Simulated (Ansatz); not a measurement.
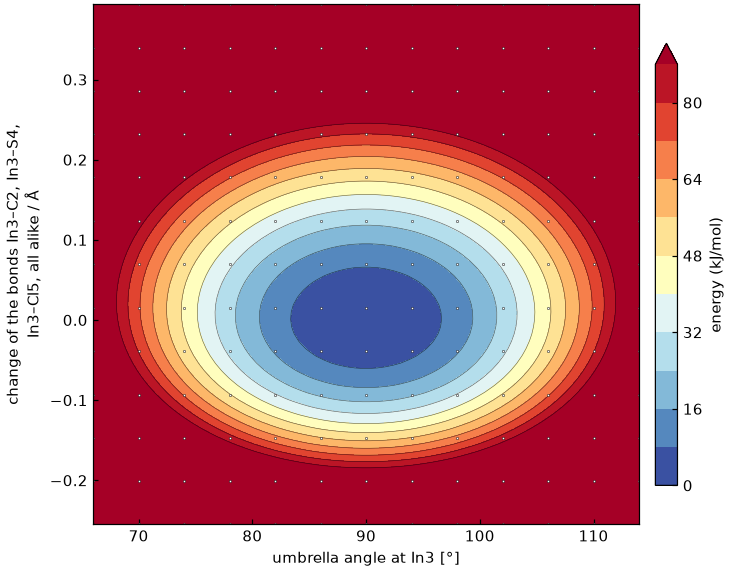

CH3ClFInS, SMILES F[CH2][In]([SH])[Cl]. Coordinates scanned: (1) umbrella angle at In3 (between each of its bonds and their common axis; 90 is planar); (2) change of the bonds In3–C2, In3–S4, In3–Cl5, all alike. Nothing is relaxed (all other coordinates rigid). The scan uses a 13 × 13 grid. Points are written as (first, second). Energies are in kJ/mol, from the relaxed molecule at the same level. All numbers below come from RHF/def2-SVP in Ansatz 0.2.0.

In the figure: filled contours, dots at the grid points, one colour for all values above the top of the scale. Between grid points the surface is interpolated.

### Estimate the position of the minimum and the force constants in these coordinates.

The interpolated minimum is at the first coordinate ≈ 90.0°, the second coordinate ≈ 0.000 Å. The curvatures there are about 12 eV/rad² and 41 eV/Å², with a cross term of about 0 eV/(rad·Å). Round the minimum the two coordinates are nearly uncoupled. (1 eV is 96.5 kJ/mol.)
